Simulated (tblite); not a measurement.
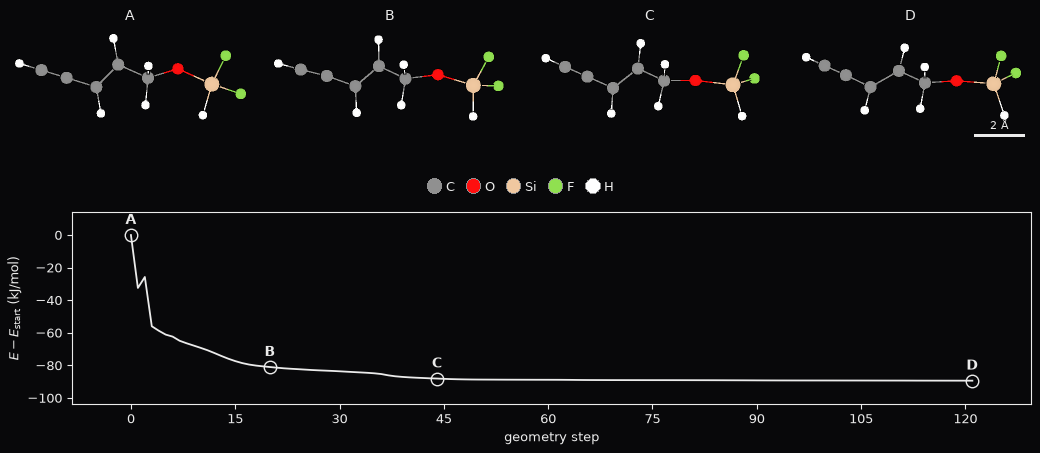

Frames of a relaxation of C5H6F2OSi, marked on the history of the run. The picture is a ball-and-stick view, seen at a tilt.

These are results of GFN2-xTB geometry optimisation, gas phase in tblite, not measurements. 

What happens along the run?

Answer. The largest move after the best rigid fit is that of an H atom, 0.90 Å. Largest moves by element: H 0.90 Å, F 0.87 Å, O 0.52 Å, C 0.32 Å, Si 0.13 Å. Near-neighbour distances that change, for instance: O–Si 1.711 → 1.593 Å, F–Si 1.695 → 1.585 Å, F–Si 1.681 → 1.599 Å, H–Si 1.473 → 1.439 Å. Bond angles that change, for instance: C–O–Si 112.8° → 133.5°, C–C–H 124.1° → 115.3°, O–Si–H 110.1° → 117.8°. Groups turn about O–Si by about 40°. The energy falls by 89.4 kJ/mol in 121 geometry steps. The run took 0.51 s on 1 thread of AMD EPYC 9R45, on a shared host. From step 0 to 20: an H atom moves most (0.41 Å), energy −81.0 kJ/mol. From step 20 to 44: an H atom moves most (0.46 Å), energy −7.05 kJ/mol. From step 44 to 121: an H atom moves most (0.40 Å), energy −1.32 kJ/mol.

| step | E − E(0), kJ/mol |
| --- | --- |
| 0 | 0.00 |
| 1 | -32.46 |
| 2 | -25.73 |
| 3 | -55.97 |
| 4 | -58.72 |
| 5 | -61.10 |
| 6 | -62.34 |
| 7 | -64.88 |
| 8 | -66.42 |
| 9 | -67.80 |
| 10 | -69.20 |
| 16 | -78.57 |
| 22 | -81.78 |
| 28 | -83.22 |
| 33 | -84.31 |
| 39 | -87.05 |
| 45 | -88.26 |
| 51 | -88.71 |
| 57 | -88.80 |
| 63 | -88.88 |
| 68 | -89.01 |
| 74 | -89.05 |
| 80 | -89.07 |
| 86 | -89.13 |
| 92 | -89.22 |
| 98 | -89.26 |
| 103 | -89.28 |
| 109 | -89.31 |
| 115 | -89.35 |
| 121 | -89.37 |
